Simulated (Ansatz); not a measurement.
# [BCl2]+ (SMILES Cl[B+]Cl): levels of theory compared

We compute a comparison of 6 runs (B3LYP/6-31G*, HSE06/cc-pVTZ, PBE0/cc-pVTZ, wB97X/cc-pVTZ, MP2/cc-pVTZ, CCSD(T)/cc-pVTZ) of [BCl2]+. 

Program for the calculation: Ansatz 0.2.0.

6 further runs of the same task are left out: 6 that didn't finish.

## 1. The system as given

[BCl2]+ has 3 atoms, charge +1, and is taken as a singlet. As SMILES, `Cl[B+]Cl`. The B2–Cl3 distance was set to 2.898 Å, away from the relaxed value. At this shape a bond of the SMILES string is far longer than usual.

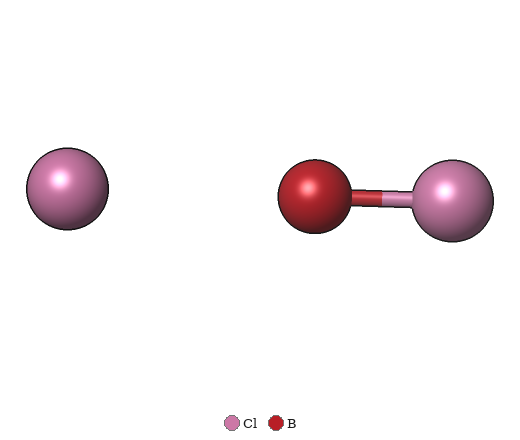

Viewed from a chosen angle; chlorine pink, boron red.

## 2. The energy at B3LYP/6-31G(d) (Cartesian functions) (run 1)

The input, in.yaml:

```yaml
crystal:
  periodic: [false, false, false]
  atoms:
    - {symbol: Cl, position_ang: [-2.282276, 1.414278, -1.089549]}
    - {symbol: B, position_ang: [-1.014346, 0.628618, -0.484249]}
    - {symbol: Cl, position_ang: [1.267910, -0.785700, 0.605290]}
basis:
  gaussian:
    orbitals: "6-31G*"
hamiltonian:
  xc: {name: B3LYP}
total_charge: 1
accuracy: high
output: {orbitals: {seedname: orbitals}}
```

The run is started by

```bash
$ ansatz run in.yaml --threads 1 --pin off --max-ram 3480MiB --events-out events.jsonl --progress --plain --runs-dir runs
```

Standard output:

```text
Warning: RAYON_NUM_THREADS=1 ignored (pool sized by the plan → 1); use --threads N
Functional definition: B3LYP
  name "B3LYP"
  parameter a0 = 0.2
  parameter ax = 0.72
  parameter ac = 0.81
  exchange = (1 - a0 - ax)*slater_x + ax*b88_x + a0*exact_x
  correlation = (1 - ac)*vwn_rpa_c + ac*lyp_c
924 factors; integrals over basis functions are off by at most 1.3e-8 eV
mean field evaluation 1: about -25699.6834 eV, gradient 4.2e1 eV
mean field evaluation 2: about -25497.1009 eV, gradient 1.6e2 eV
mean field evaluation 4: about -25705.8109 eV, gradient 2.4e1 eV
mean field evaluation 8: about -25708.4831 eV, gradient 1.5e0 eV
mean field evaluation 16: about -25708.5183 eV, gradient 5.4e-5 eV
mean field -25708.51832588 eV, -944.7706226163 hartree, gradient 9.8e-8 eV, S^2 0.000000; 0 other end points of the search recorded, 0 dependent functions left out
reference -25708.51835975 eV, -944.7706238612 hartree; 19, 19 occupied and 34, 34 virtual orbitals, 924 factors
Total energy: -25708.51835975 eV, -944.7706238612 hartree
```

It took 1.4 s on 1 thread of Intel Xeon 6975P-C (Granite Rapids), shared host; peak memory 0.14 GiB.

## 3. A single-point energy at HSE06/cc-pVTZ (run 2)

The input, input.yaml:

```yaml
crystal:
  periodic: [false, false, false]
  atoms:
    - {symbol: Cl, position_ang: [-2.282276, 1.414278, -1.089549]}
    - {symbol: B, position_ang: [-1.014346, 0.628618, -0.484249]}
    - {symbol: Cl, position_ang: [1.267910, -0.785700, 0.605290]}
basis:
  gaussian: {orbitals: cc-pVTZ}
total_charge: 1
magnetization: {spin_polarized: false, initial_magnetization: 0}
hamiltonian: {xc: hse06}
accuracy: high
output: {orbitals: {seedname: orbitals}}
```

The run is started by

```bash
$ ansatz run input.yaml --threads 1 --pin off --max-ram 3480MiB --events-out events.jsonl --progress --plain --runs-dir runs
```

Standard output:

```text
Warning: RAYON_NUM_THREADS=1 ignored (pool sized by the plan → 1); use --threads N
Functional definition: HSE06
  name "HSE06"
  parameter a = 0.25
  parameter omega = 0.11/bohr
  exchange = pbe_x - a*pbe_x_sr(omega) + a*exact_x_sr(omega)
  correlation = pbe_c
1372 factors; integrals over basis functions are off by at most 3.6e-9 eV
88 factors; integrals over basis functions are off by at most 8.2e-10 eV
mean field evaluation 1: about -25693.4109 eV, gradient 4.0e1 eV
mean field evaluation 2: about -25500.0526 eV, gradient 1.6e2 eV
mean field evaluation 4: about -25698.6894 eV, gradient 1.7e1 eV
mean field evaluation 8: about -25699.9279 eV, gradient 6.6e-1 eV
mean field evaluation 16: about -25700.0234 eV, gradient 7.6e-5 eV
mean field -25700.02340781 eV, -944.4584401355 hartree, gradient 8.3e-8 eV, S^2 0.000000; 0 other end points of the search recorded, 0 dependent functions left out
reference -25700.02341047 eV, -944.4584402334 hartree; 19, 19 occupied and 79, 79 virtual orbitals, 1372 factors
Total energy: -25700.02341047 eV, -944.4584402334 hartree
```

It took 3.3 s on 1 thread of Intel Xeon 6975P-C (Granite Rapids), shared host; peak memory 0.24 GiB.

Runs 3 to 4 aren't shown in full; the table further down has their settings and results.

## 4. The energy at MP2/cc-pVTZ (run 5)

The input, input.yaml:

```yaml
crystal:
  periodic: [false, false, false]
  atoms:
    - {symbol: Cl, position_ang: [-2.282276, 1.414278, -1.089549]}
    - {symbol: B, position_ang: [-1.014346, 0.628618, -0.484249]}
    - {symbol: Cl, position_ang: [1.267910, -0.785700, 0.605290]}
basis:
  gaussian:
    orbitals: cc-pVTZ
total_charge: 1
magnetization:
  spin_polarized: false
correlation:
  method: mp2
  frozen_orbitals: {B: 1, Cl: 5}
accuracy: high
```

The run is started by

```bash
$ ansatz run input.yaml --threads 1 --pin off --max-ram 3480MiB --events-out events.jsonl --progress --plain --runs-dir runs
```

Standard output, shortened:

```text
Warning: RAYON_NUM_THREADS=1 ignored (pool sized by the plan → 1); use --threads N
Functional definition: HF
  name "HF"
[...]
1372 factors; integrals over basis functions are off by at most 3.6e-9 eV
[...]
mean field -25667.37417599 eV, -943.2586029967 hartree, gradient 1.5e-8 eV, S^2 0.000000; 2 other end points of the search recorded, 0 dependent functions left out; unrestricted orbitals would lower it
[...]
unrestricted determinant -25669.11847603 eV, -943.3227048408 hartree, S^2 0.9139
11 core orbitals not correlated: weight in the atoms' cores, before any rotation towards them, 1.000 or more for the frozen orbitals, at most 0.000 for the correlated occupied ones
reference -25667.37417599 eV, -943.2586029967 hartree; 8, 8 occupied and 79, 79 virtual orbitals, 1372 factors
second order -12.33237586 eV of doubles, -0.00000000 eV of singles
Total energy: -25679.70655185 eV, -943.7118094502 hartree
```

Wall time 3.9 s (1 thread of Intel Xeon 6975P-C (Granite Rapids), shared host); peak memory 0.28 GiB.

## 5. The energy at CCSD(T)/cc-pVTZ (run 6)

The input, job.yaml:

```yaml
crystal:
  periodic: [false, false, false]
  atoms:
    - symbol: Cl
      position_ang: [-2.282276, 1.414278, -1.089549]
    - symbol: B
      position_ang: [-1.014346, 0.628618, -0.484249]
    - symbol: Cl
      position_ang: [1.267910, -0.785700, 0.605290]
basis:
  gaussian:
    orbitals: cc-pVTZ
total_charge: 1
correlation:
  method: ccsd_t
  frozen_orbitals: {B: 1, Cl: 5}
accuracy: high
scf:
  omitted_lower_state_checks: [cluster_reference, increment]
```

The run is started by

```bash
$ ansatz run job.yaml --threads 1 --pin off --max-ram 3480MiB --events-out events.jsonl --progress --plain --runs-dir runs
```

Standard output:

```text
Warning: RAYON_NUM_THREADS=1 ignored (pool sized by the plan → 1); use --threads N
[... 13 lines left out ...]
11 core orbitals not correlated: weight in the atoms' cores, before any rotation towards them, 1.000 or more for the frozen orbitals, at most 0.000 for the correlated occupied ones
[... 32 lines left out ...]
WARN: these amplitudes may be one of several solutions (largest doubles amplitude 0.33, level shift 1.28 eV)
Total energy: -25681.92082872 eV, -943.7931826242 hartree
Checks for a lower state left out: cluster_reference, increment
```

Run time: 5.7 s. Hardware: 1 thread of Intel Xeon 6975P-C (Granite Rapids), shared host; peak memory 0.46 GiB.

## 6. All runs side by side

```
run                               level  Cartesian functions  frozen core orbitals  energy (Eh)  HOMO energy (eV)  LUMO energy (eV)  HOMO–LUMO gap (eV)  wall time
  1  B3LYP/6-31G* (Cartesian functions)                  yes                     –  -944.770624            -14.51            -12.53                1.99      1.4 s
  2                       HSE06/cc-pVTZ                   no                     –  -944.458440            -14.40            -12.64                1.76      3.3 s
  3                        PBE0/cc-pVTZ                   no                     –  -944.474648            -14.81            -12.27                2.55        3 s
  4                       wB97X/cc-pVTZ                   no                     –  -944.791363            -17.48            -10.25                7.23      8.7 s
  5                         MP2/cc-pVTZ                   no                    11  -943.711809                 –                 –                   –      3.9 s
  6                     CCSD(T)/cc-pVTZ                   no                    11  -943.793183                 –                 –                   –      5.7 s
```

## 7. What came out

```
                                           quantity          value
                                run 6: total energy  -943.79318 Eh
run 6: correlation energy (11 core orbitals frozen)     -534.6 mEh
                              run 6: (T) correction     -32.61 mEh
                               run 6: T1 diagnostic          0.033
```

What this shows: Over runs 1, 2, 3, 4 the HOMO–LUMO gap runs from 1.76 eV (HSE06/cc-pVTZ) to 7.23 eV (wB97X/cc-pVTZ). Totals of different functionals can't be ranked against each other. In run 6 the T1 diagnostic is large, so a single reference may not serve. In runs 5, 6 the log says that unrestricted orbitals would lower the reference, so the values rest on an unstable closed-shell determinant (other closed-shell runs at this shape may share the fault). All runs together took 26 s, the longest 8.7 s.
